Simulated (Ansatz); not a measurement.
# BrCuH (charge +1): what the fields show

```yaml
atoms:
  - { symbol: Cu, position_ang: [-0.0843, -0.0616, -1.6886] }
  - { symbol: Br, position_ang: [-0.4739, -0.3463, 1.1896] }
  - { symbol: H, position_ang: [0.6166, 0.4504, 1.6717] }
```

Geometry: rigid move from PBE0-D4/def2-TZVP.

The calculation used Ansatz 0.2.0, RKS PBE0-D4/def2-TZVPPD.

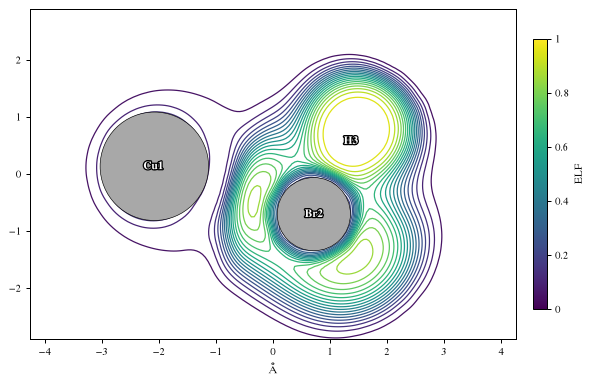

Figure 1. ELF on the molecular plane. Grey discs cover the atomic cores.

> What do the fields say about this system?

- The section cuts through Cu, Br and H sites.
- Cu–Br (2.92 Å): the ELF peaks at about 0.85 in the valence shell of Br, 1.1 Å from its nucleus, and drops to about 0.05 between the two atoms.
- Br–H (1.43 Å): the ELF climbs to about 1 towards the hydrogen, as it does in any bond to H.

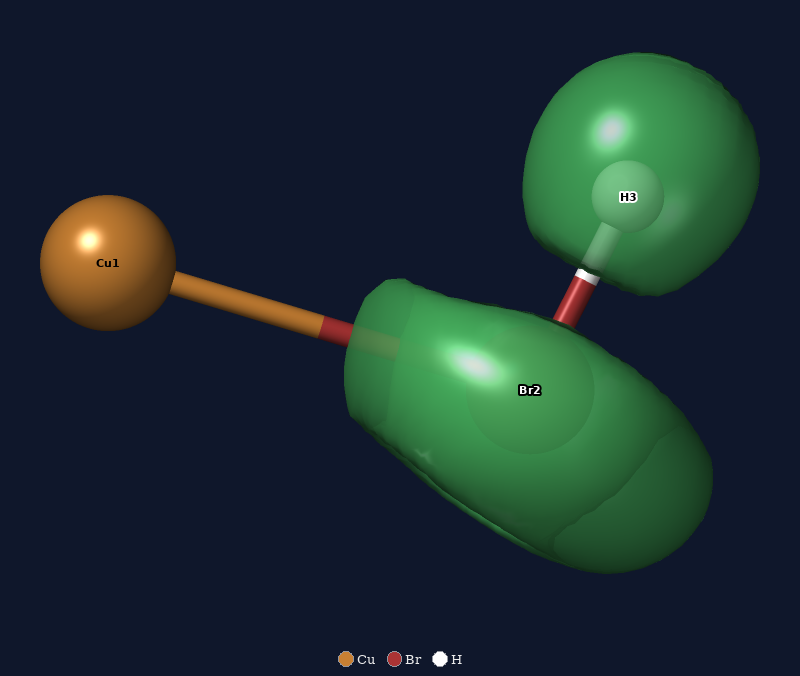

Figure 2. Isosurface of the ELF at 0.8 (green), seen across its widest extent. Only the valence region is drawn (cores and ρ < 0.01 e/Å³ removed).

> Identify the bonds, lone pairs and shells in this picture.

The surface consists of one region around a hydrogen nucleus and one region wrapped around Br (its valence shell).

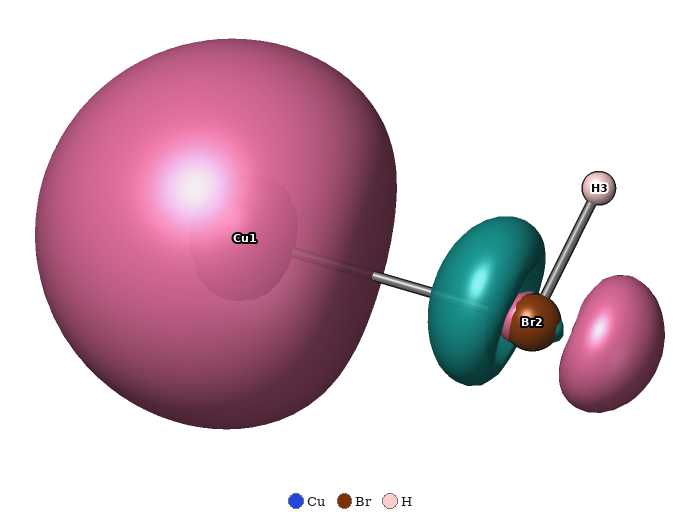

Figure 3. One frontier orbital at ±0.1 Å⁻³ᐟ² (teal and pink are the two phases), seen at a tilt.

> Which orbital is it: HOMO or LUMO?

The LUMO, at −8.86 eV. Its weight (Hirshfeld) is mainly on Cu1 (about 90 %) and Br2 (about 10 %).
